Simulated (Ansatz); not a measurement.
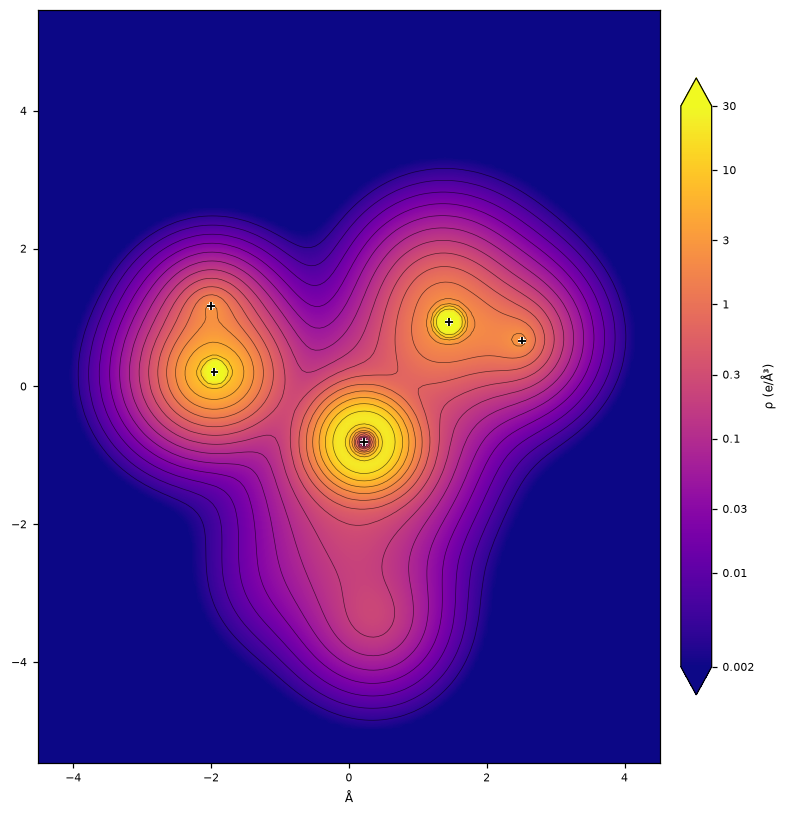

The electron density on a plane through atoms (crosses mark nuclei in the plane).

These are results of RKS PBE0-D4/def2-TZVPP (Ansatz 0.2.0), not measurements.

Candidates:
A. CH₆NSbTe (SMILES N[CH2][SbH][TeH])
B. C₂H₁₀Al₂O₂ (SMILES C[O+]1[AlH2-][O+](C)[AlH2-]1)
C. C₂H₉InO₂ (SMILES [CH3][In-]([CH3])([OH])[OH2+])

Which candidate gave the map?

Candidate C: C₂H₉InO₂ on the plane of atoms C3, In2 and O5, which holds In, C, O and H. C–In (2.14 Å): the density is about 0.69 e/Å³ at the midpoint. O–H (0.96 Å): the density is about 3.8 e/Å³ at the midpoint.
